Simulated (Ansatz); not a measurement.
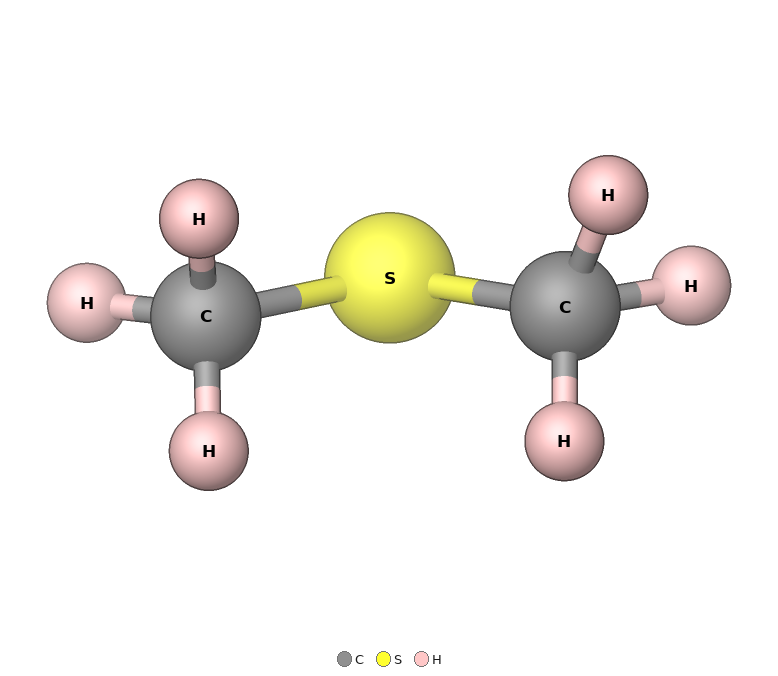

Source: calculation with Ansatz.

Orthographic view. Atoms fade into the background with distance from the viewer. Geometry: moved along internal coordinates away from the minimum.

Write the InChI string.

InChI=1S/C2H6S/c1-3-2/h1-2H3
